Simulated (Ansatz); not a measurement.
**Bands, cutoff and cost in G0W0 for WS2 (2H monolayer)**

Aim: see how the G0W0 gap of WS2 (2H monolayer) on LDA moves with empty bands and screening cutoff, and what each rung costs.

Calculated with Ansatz 0.2.0; G0W0 on LDA, plane waves, PAW; PAW set soft_1.

## (1) The structure

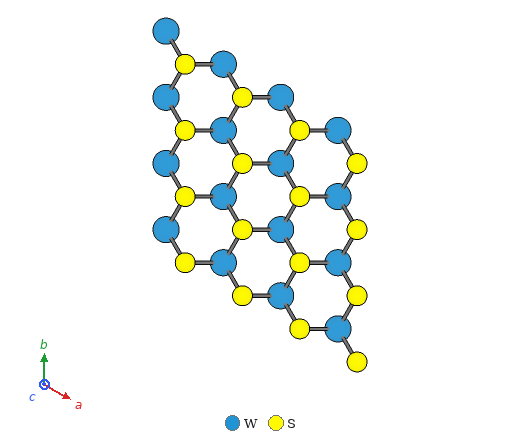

The cell as given, from above (tungsten blue, sulfur yellow). 4×4×1 cells are drawn.

The cell holds 3 atoms: 1 W and 2 S. Its edges and angles: a = 3.126 Å, b = 3.126 Å, c = 29.400 Å, α = 90.0°, β = 90.0°, γ = 120.0°. It derives from S2W1. Vacuum lies along c.

The structure was relaxed with LDA. The runs that relaxed it are not among those shown. Spin-orbit coupling is left out unless a step names it. The Coulomb interaction is cut off across the vacuum.

## (2) 148 empty bands, screening to 41 eV

Now the one-shot GW correction: screening in the RPA, then the self-energy of the levels asked for. This step takes PAW set soft_1 files.

Input file input.yaml:

```yaml
crystal:
  lattice:
    - [3.1256831857, 0.0, 0.0]
    - [-1.5628415929, 2.706921043, 0.0]
    - [0.0, 0.0, 29.4]
  atoms:
    - { symbol: W, position: [0.3333333333, 0.6666666667, 0.5] }
    - { symbol: S, position: [0.6666666667, 0.3333333333, 0.5530747806] }
    - { symbol: S, position: [0.6666666667, 0.3333333333, 0.4469252194] }
  periodic: [true, true, false]
kpoints:
  mp_grid: { grid: [9, 9, 1] }
hamiltonian:
  xc: lda
  pseudopotentials: { kind: paw, azcp: { folder: soft_1 }, xc_functional: pbe }
scf:
  occupations: { method: fixed }
gw:
  n_empty_bands: 148
  ecut_chi: 41
  qp_bands: [v2, c2]
  qp_kpoints: band_edges
  screening: { model: contour_deformation }
```

The run is started by

```console
$ ansatz run input.yaml --threads 2 --pin off --max-ram 92160MiB --backend cuda --events-out ev --progress --plain --runs-dir out --devices 1 --max-vram 13GiB
```

Numbers of over 12 decimals in the logs are rounded to 6 here.

Log:

```text
GPUs: using 1 of 1 available (devices: 1).
Engine: ansatz 0.2.0, x86_64-unknown-linux-gnu
Pseudopotentials: kind: paw
Pseudopotential: W, paw, valence charge 14, recommended cutoff 420 eV (normal), soft_1/W.paw.azcp
Pseudopotential: S, paw, valence charge 6, recommended cutoff 420 eV (normal), soft_1/S.paw.azcp
Functional definition: SPW92
  exchange = slater_x
  correlation = pw_c
device memory: the entry about to start is reckoned to put 1.1 GiB on a device that reports 68.0 GiB free (of which the cap on the GPU budget leaves the run 13.0 GiB)
GPU FFT provider: cuFFT
GPU libraries: cuBLAS 13.8.2, cuFFT 12.4.0, cuSOLVER 12.3.4
Crystal: 3 atoms, lattice volume = 248.753 Å³
Basis set: ecut = 420 eV, 4815 PW (Γ)
Bands: 17, of which v1, the nominal top of the filled ones, is band 13 counted from 1 (12 counted from 0)
Symmetry: 12 space group operations
Space group: P-6m2 (ITA 187), of the structure as read, at distance tolerance 6.3e-5 Å
k-points: 12 of 81 (time reversal used)
Non-local potential: W, projectors of the file, l = 0: 3, l = 1: 2, l = 2: 2, l = 3: 1
Non-local potential: S, projectors of the file, l = 0: 2, l = 1: 2, l = 2: 1
PAW form: soft (Blöchl's): semilocal exchange-correlation on the pseudo side does not see the compensation charge
PAW frozen core: W, regenerated for the run's functional, and the local potential with it (the file was generated under x = pbe(κ = 0.804, μ = 0.219515), c = pbe(β = 0.066725))
PAW frozen core: S, regenerated for the run's functional, and the local potential with it (the file was generated under x = pbe(κ = 0.804, μ = 0.219515), c = pbe(β = 0.066725))
PAW one-centre angular grid: W, 590 points (default); XC on 64 Gauss nodes
PAW one-centre angular grid: S, 110 points (default); XC on 64 Gauss nodes
Initial density: superposition of atomic densities (neutral atoms: chi_scale 0, normalization atom)
Initial wavefunctions: pseudopotential atomic-orbital guess
GPU buffer pool allocated for 115200 grid points (all kernels)
GPU transforms: local potential and band sums: pruned to the plane-wave sphere, on 24×24×200
Functional: x = slater, c = lda
SCF iter   1: F=—  HF=-11872.891719 eV  |F-HF|=—  |Δ(HF+E_count)|=         —  Δρ=2.04e-2  dr2=1.31e0  ethr=3.10e-3  ⟨swp⟩=7.1  Hψ=1496  notcnv=0  defer=19
preconditioner: auto → none  [insulator: Δε(μ)=1.905 eV  Ē_g=9.168 eV  n_scr=16 (ndim 8)  ℏωp=10.0 eV  f_vac=0.756  ε∞_Penn≈2.2]
SCF iter   2: F=—  HF=-11872.459158 eV  |F-HF|=—  |Δ(HF+E_count)|=   4.33e-1  Δρ=7.78e-3  dr2=1.45e-1  ethr=3.10e-3  ⟨swp⟩=4.4  Hψ=643  notcnv=0  defer=22
SCF iter   3: F=—  HF=-11872.455853 eV  |F-HF|=—  |Δ(HF+E_count)|=   3.30e-3  Δρ=5.59e-3  dr2=2.01e-1  ethr=5.56e-4  ⟨swp⟩=4.7  Hψ=502  notcnv=0  defer=23
SCF iter   4: F=—  HF=-11872.426571 eV  |F-HF|=—  |Δ(HF+E_count)|=   2.93e-2  Δρ=3.13e-3  dr2=3.07e-2  ethr=5.56e-4  ⟨swp⟩=4.3  Hψ=486  notcnv=0  defer=23
SCF iter   5: F=—  HF=-11872.420752 eV  |F-HF|=—  |Δ(HF+E_count)|=   5.82e-3  Δρ=9.27e-4  dr2=3.42e-3  ethr=1.18e-4  ⟨swp⟩=3.2  Hψ=348  notcnv=0  defer=24
SCF iter   6: F=—  HF=-11872.420382 eV  |F-HF|=—  |Δ(HF+E_count)|=   3.70e-4  Δρ=1.39e-4  dr2=8.36e-5  ethr=1.32e-5  ⟨swp⟩=4.2  Hψ=463  notcnv=0  defer=24
SCF iter   7: F=—  HF=-11872.420381 eV  |F-HF|=—  |Δ(HF+E_count)|=   4.92e-7  Δρ=3.55e-5  dr2=1.30e-6  ethr=3.21e-7  ⟨swp⟩=3.1  Hψ=451  notcnv=0  defer=24
SCF iter   8: F=—  HF=-11872.420381 eV  |F-HF|=—  |Δ(HF+E_count)|=   2.08e-7  Δρ=1.06e-5  dr2=1.90e-7  ethr=4.99e-9  ⟨swp⟩=4.1  Hψ=498  notcnv=0  defer=24
SCF iter   9: F=-11872.420381 eV  HF=-11872.420381 eV  |F-HF|=5.60e-8  |Δ(HF+E_count)|=   2.87e-8  Δρ=3.11e-6  dr2=6.23e-8  ethr=3.85e-10  ⟨swp⟩=13.6  Hψ=1470  notcnv=0
SCF 1 converged in 9 iterations: F = -11872.420381 eV  dr2 = 6.23e-8
  greatest PAW one-centre occupation: 0.999 electrons in one spin orbital (limit 2), on the W atom at site 0 (counted from 0), in its partial waves of l = 0
device memory: the entry about to start is reckoned to put 1.2 GiB (of the 1.3 GiB reckoned in all, the device holds 0.1 GiB already) on a device that reports 66.0 GiB free (of which the cap on the GPU budget leaves the run 12.9 GiB)
NSCF: frozen V_eff on 12 k-points, pencils in batches of 32, up to order 68
the band table was solved once the SCF had ended and its energy, with any forces and stress, was formed, with the checks that follow a solve (2037 applications of the Hamiltonian). They found nothing against the state; the energy, forces and stress were not computed again (output.eigenvalues in the input reference)
device memory: the entry about to start is reckoned to put 3.1 GiB on a device that reports 67.6 GiB free (of which the cap on the GPU budget leaves the run 13.0 GiB)
NSCF: frozen V_eff on 12 k-points
G₀W₀ screening: q 1/12
[... further progress lines ...]
device memory: the entry about to start is reckoned to put 0.6 GiB on a device that reports 58.0 GiB free (of which the cap on the GPU budget leaves the run 13.0 GiB)
NSCF: frozen V_eff on 1 k-points
SCF converged after 9 iterations
Free energy (F): -11872.420381 eV
Harris-Foulkes:  -11872.420381 eV  (|F-HF|=5.60e-8)
Internal energy: -11872.420381 eV  (E = F + TS)
E sigma→0 (E₀):  -11872.420381 eV
Fermi energy:    -5.945076 eV
--- Per-component energies (eV) ---
  E_band       = -628.353366
  E_kinetic    = 638.062048
  E_local      = -44355.694436  (includes V_loc(G=0)·N_el)
  E_nonlocal   = 51.940580
  E_hartree    = 21812.264074
  E_xc         = -443.634240
  E_vxc        = -399.176177  (∫ρ·V_xc dr)
  E_paw        = -9478.432843  (= ΣΔE_a)
  E_vpaw       = -187.986800  (= ΣTr[D̂ρ^β])
  E_aug_tail   = 0.000151  (compensation charges beyond the density's cutoff)
  E_ewald      = 19902.484639
  E_core_change = 0.589645  (= ΣΔE_core)
  E_smearing   = -0.000000  (= −TS)
  E_closure    = -0.000000  (closes the sum)
  Σ components = -11872.420381   (vs F -11872.420381, Δ=0.00e0)
--- Band table (eV; the first three rows and the last of 12) ---
  k-point 0: bands = [... 9 lower, -8.1460, -7.5044, -7.5044, -6.0995, -2.8922, -2.8922, -2.6975, -2.6975]
  k-point 1: bands = [... 9 lower, -8.6001, -7.8301, -7.2642, -6.1882, -3.2209, -3.0496, -2.8897, -2.5076]
  k-point 2: bands = [... 9 lower, -8.4792, -8.0437, -7.4653, -6.6933, -3.6482, -3.2031, -2.8098, -1.7780]
  k-point 11: bands = [... 9 lower, -9.8087, -9.2479, -8.3242, -5.9451, -3.9585, -2.6472, -1.7032, -0.0557]
--- G₀W₀: contour deformation, 6 samples at zero and on the imaginary axis and 2 off it, 81 q-points, 148 empty bands' worth ---
  eigenvalues of the whole cell's RPA ε∞ on this k-mesh (on a slab, of 1 + 4πα/V) = 1.1683, 3.6610, 3.6610; static W/v taken at q = 0 is 0.487797
  gw.qp_kpoints: band_edges: 10 of 12 stored k-points solved, in 1 pass; an edge of the gap read off the rows below is read off those points alone
    valence top: of the k-points left out ik 8 came nearest to being solved in a further pass, in band 13 (counted from 1, as in the quasiparticle table): it holds the edge there only if its correction is more favourable than any solved in that band by at least 0.555 eV; those differ by 0.263 eV
    conduction bottom: of the k-points left out ik 7 came nearest to being solved in a further pass, in band 14 (counted from 1, as in the quasiparticle table): it holds the edge there only if its correction is more favourable than any solved in that band by at least 0.453 eV; those differ by 0.256 eV
    ik  band        ε_KS         Σx   Σc(E_QP)       V_xc       Z   E_QP_lin       E_QP  E_QP is
     0    12     -7.5044   -20.3872     1.9067   -18.7701  0.7477    -7.2165    -7.2149  root
     0    13     -6.0995   -18.1248     1.0977   -17.2545  0.7509    -5.8730    -5.8721  root
     0    14     -2.8922   -13.6840    -3.6670   -18.5972  0.7512    -1.5996    -1.6460  root
     0    15     -2.8922   -13.6840    -3.6670   -18.5972  0.7512    -1.5996    -1.6460  root
     1    12     -7.2642   -18.8337     2.2792   -16.5950  0.7479    -7.2237    -7.2236  root
     1    13     -6.1882   -18.5380     1.1691   -17.6200  0.7497    -5.9382    -5.9371  root
     1    14     -3.2209   -13.1007    -3.4241   -17.6409  0.7488    -2.0670    -2.1048  root
     1    15     -3.0496   -13.6271    -3.7233   -18.5933  0.7564    -1.7625    -1.8066  root
     2    12     -7.4653   -18.3015     2.5722   -15.6447  0.7413    -7.5501    -7.5498  root
     2    13     -6.6933   -19.0387     1.4125   -17.8930  0.7445    -6.4278    -6.4264  root
     2    14     -3.6482   -12.6702    -3.3767   -17.1208  0.7560    -2.5428    -2.5742  root
     2    15     -3.2031   -14.4367    -3.5060   -19.1408  0.7446    -1.9599    -2.0049  root
     3    12     -7.4397   -19.6961     2.3241   -17.5211  0.7437    -7.2912    -7.2907  root
     3    13     -7.2239   -18.6843     1.6441   -17.2528  0.7402    -7.0123    -7.0112  root
     3    14     -3.3128   -13.4226    -3.6791   -18.2408  0.7495    -2.1340    -2.1738  root
     3    15     -3.2236   -15.4132    -3.7609   -20.4362  0.7440    -1.9099    -1.9615  root
     4    12     -7.1079   -19.1975     2.3031   -16.9998  0.7482    -7.0027    -7.0024  root
     4    13     -6.9687   -18.2612     1.7259   -16.6512  0.7486    -6.8531    -6.8528  root
     4    14     -2.9421   -16.5898    -4.1300   -22.0497  0.7379    -1.5477    -1.6123  root
     4    15     -2.6522   -14.5205    -4.1621   -19.8837  0.7355    -1.3907    -1.4511  root
     5    12     -7.1158   -18.6462     2.4235   -16.2075  0.7480    -7.1310    -7.1310  root
     5    13     -6.4803   -19.0884     1.3291   -18.0361  0.7464    -6.2048    -6.2034  root
     5    14     -3.6613   -12.7791    -3.2967   -17.1541  0.7554    -2.5516    -2.5831  root
     5    15     -3.1515   -13.9808    -3.5418   -18.7008  0.7456    -1.9294    -1.9732  root
[...]
10    12     -8.0649   -19.5006     2.9067   -16.5434  0.7252    -8.1155    -8.1154  root
    10    13     -6.3355   -18.8724     1.0693   -18.1324  0.7514    -6.0080    -6.0062  root
    10    14     -3.4332   -15.7313    -3.4691   -20.4378  0.7489    -2.1510    -2.1958  root
    10    15     -2.4169   -12.3329    -4.0621   -17.5933  0.7499    -1.1710    -1.2187  root
    11    12     -8.3242   -19.9656     3.0253   -16.9073  0.7157    -8.3572    -8.3572  root
    11    13     -5.9451   -18.8981     0.7490   -18.5276  0.7547    -5.5687    -5.5666  root
    11    14     -3.9585   -15.8565    -3.2055   -20.3254  0.7569    -2.6554    -2.6952  root
    11    15     -2.6472   -11.9681    -3.9832   -17.1294  0.7535    -1.4262    -1.4690  root
```

The job ended after 20 s (1 × NVIDIA H100 80GB HBM3 (shared by 6 runs) with 2 threads of AMD EPYC 7R13 (Zen 3), shared host; peak memory 1.3 GiB; 27 s of CPU time).

This step gave:

| Quantity | Value |
| --- | --- |
| bands summed | 161 |
| plane waves in the screening matrix | 157 |
| q-points in the mesh | 81 |
| G0W0 gap on the mesh | 2.836 eV |
| k of the valence top | 0.3333, 0.3333, 0 |
| k of the conduction bottom | 0.1111, 0.2222, 0 |
| starting gap on the mesh | 1.987 eV |
| Z at the valence top | 0.7547 |
| Z at the conduction bottom | 0.7572 |
| least direct G0W0 gap on the computed points | 2.871 eV |

The gap on the mesh goes from 1.99 eV to 2.84 eV, a correction of +0.85 eV, though a band edge has moved to another state.

## (3) 366 empty bands, screening to 75 eV

Another rung: the empty bands reach about as high as the screening cutoff, so the two stay in balance.

Edit input.yaml of step 2 so:

```diff
@@ -17,5 +17,6 @@
   occupations: { method: fixed }
+  convergence: { dr2_threshold: 1.0e-10 }
 gw:
-  n_empty_bands: 148
-  ecut_chi: 41
+  n_empty_bands: 366
+  ecut_chi: 75.0
   qp_bands: [v2, c2]
```

Log:

```text
GPUs: using 1 of 1 available (devices: 1).
[...]
GPU FFT provider: cuFFT
GPU libraries: cuBLAS 13.8.2, cuFFT 12.4.0, cuSOLVER 12.3.4
Crystal: 3 atoms, lattice volume = 248.753 Å³
Basis set: ecut = 420 eV, 4815 PW (Γ)
Bands: 17, of which v1, the nominal top of the filled ones, is band 13 counted from 1 (12 counted from 0)
[... 1 set-up line as in the run before ...]
[...]
k-points: 12 of 81 (time reversal used)
[...]
GPU buffer pool allocated for 115200 grid points (all kernels)
[...]
SCF iter   1: F=—  HF=-11872.891719 eV  |F-HF|=—  |Δ(HF+E_count)|=         —  Δρ=2.04e-2  dr2=1.31e0  ethr=3.10e-3  ⟨swp⟩=7.1  Hψ=1496  notcnv=0  defer=19
[...]
SCF iter  11: F=-11872.420381 eV  HF=-11872.420381 eV  |F-HF|=2.00e-11  |Δ(HF+E_count)|=  5.17e-10  Δρ=1.39e-7  dr2=6.69e-11  ethr=1.00e-12  ⟨swp⟩=13.4  Hψ=1867  notcnv=0
SCF 1 converged in 11 iterations: F = -11872.420381 eV  dr2 = 6.69e-11
[...]
NSCF: frozen V_eff on 12 k-points, pencils in batches of 32, up to order 68
[...]
NSCF: frozen V_eff on 12 k-points
G₀W₀ screening: q 1/12
[... further progress lines ...]
[...]
SCF converged after 11 iterations
Free energy (F): -11872.420381 eV
[...]
Internal energy: -11872.420381 eV  (E = F + TS)
E sigma→0 (E₀):  -11872.420381 eV
Fermi energy:    -5.944872 eV
[...]
--- Band table (eV; the first three rows and the last of 12) ---
  k-point 0: bands = [... 9 lower, -8.1459, -7.5043, -7.5043, -6.0993, -2.8920, -2.8920, -2.6974, -2.6974]
  k-point 1: bands = [... 9 lower, -8.5999, -7.8300, -7.2641, -6.1881, -3.2208, -3.0494, -2.8896, -2.5074]
  k-point 2: bands = [... 9 lower, -8.4790, -8.0435, -7.4653, -6.6931, -3.6480, -3.2029, -2.8096, -1.7778]
  k-point 11: bands = [... 9 lower, -9.8086, -9.2478, -8.3241, -5.9449, -3.9583, -2.6471, -1.7030, -0.0555]
[...]
0    12     -7.5043   -20.3872     1.5822   -18.7701  0.7404    -7.5392    -7.5392  root
     0    13     -6.0993   -18.1248     0.8134   -17.2545  0.7443    -6.1563    -6.1562  root
     0    14     -2.8920   -13.6840    -3.9858   -18.5972  0.7439    -1.9419    -1.9646  root
     0    15     -2.8920   -13.6840    -3.9858   -18.5972  0.7439    -1.9419    -1.9646  root
     1    12     -7.2641   -18.8338     1.9783   -16.5951  0.7409    -7.5260    -7.5245  root
     1    13     -6.1881   -18.5380     0.8757   -17.6200  0.7429    -6.2304    -6.2303  root
     1    14     -3.2208   -13.1006    -3.7215   -17.6408  0.7413    -2.3840    -2.4021  root
     1    15     -3.0494   -13.6270    -4.0217   -18.5933  0.7497    -2.0822    -2.1050  root
[...]
11    12     -8.3241   -19.9656     2.7494   -16.9072  0.7093    -8.6362    -8.6330  root
    11    13     -5.9449   -18.8980     0.4317   -18.5275  0.7480    -5.8837    -5.8836  root
    11    14     -3.9583   -15.8565    -3.5446   -20.3254  0.7495    -3.0155    -3.0341  root
    11    15     -2.6471   -11.9680    -4.2344   -17.1294  0.7480    -1.6959    -1.7201  root
```

The job ended after 42 s (1 × NVIDIA H100 80GB HBM3 (shared by 6 runs) with 2 threads; peak memory 1.7 GiB).

Numbers from this step:

```yaml
bands_summed: 379
plane_waves_in_the_screening_matrix: 353
q_points_in_the_mesh: 81
g0w0_gap_on_the_mesh: 2.850 eV
k_of_the_valence_top: 0.3333, 0.3333, 0
k_of_the_conduction_bottom: 0.3333, 0.3333, 0
starting_gap_on_the_mesh: 1.987 eV
z_at_the_valence_top: 0.7480
z_at_the_conduction_bottom: 0.7495
least_direct_g0w0_gap_on_the_computed_points: 2.850 eV
```

Against the run with 9×9×1 mesh, 148 empty bands, screening to 41 eV, PAW set soft_1 files, the gap moves by +0.013 eV.

## (4) The runs together

Times are wall times on 1 × NVIDIA H100 80GB HBM3 (shared by 6 runs) with 2 threads of AMD EPYC 7R13 (Zen 3), shared host, good to a factor of about two.

```
 mesh           files            frequency  bands summed  cutoff (eV)  start (eV)  G0W0 (eV)  time  host memory (GiB)
9×9×1  PAW set soft_1  contour deformation           161           41       1.987      2.836  20 s                1.3
9×9×1  PAW set soft_1  contour deformation           379           75       1.987      2.850  42 s                1.7
```

The parts of the quasiparticle energy at the two band edges (eV; QP = start + Σx + Σc − Vxc):

```
      run               edge  start      Σx     Σc     Vxc     Z     QP
161 bands        valence top  -5.95  -18.90   0.75  -18.53  0.75  -5.57
161 bands  conduction bottom  -3.83  -13.14  -3.32  -17.56  0.76  -2.73
379 bands        valence top  -5.94  -18.90   0.43  -18.53  0.75  -5.88
379 bands  conduction bottom  -3.96  -15.86  -3.54  -20.33  0.75  -3.03
```

 Where G0W0 reorders the edges (161 bands), the two states listed lie further apart at the start than the starting gap.

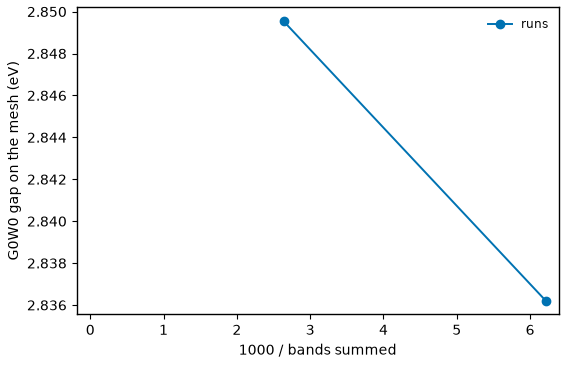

The gap against one over the number of bands.

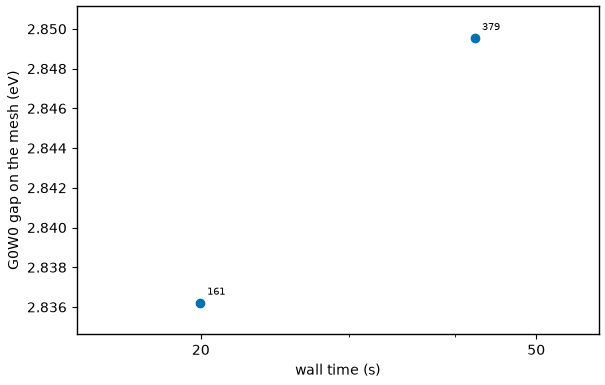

Result against wall time.

## (5) What came out

```
161 bands, 41 eV : 2.836 eV
379 bands, 75 eV : 2.850 eV
mesh and start   : 9×9×1, LDA
```

What this shows: From 161 to 379 bands the gap moves by +0.01 eV while the time grows 2.1-fold. The states at the edges change along the series or lie close to crossing, so no limit is drawn from it. The mesh in the plane is coarse for a sheet; gap and any exciton binding can still move on denser ones. The many-body steps are scalar-relativistic: spin-orbit coupling is not in them.

[Paths, hosts, dates, memory and timing lines, banners, echoed tables and standing remarks are left out of the program output.]

[Logs are printed without paths, hosts, clocks, repeated set-up lines and the standing remarks that a program may print on its own settings, such as how far it seeks lower states.]

[Runs of the session that timed out or met a known fault of the program may be left out.]

[Cells called generated may have been cut or substituted from an entry of the Crystallography Open Database or the Materials Project.]

[Hosts, paths, dates, database ids (printed as entryN), source tags and the programs' standing remarks are cut or masked in the printed files.]
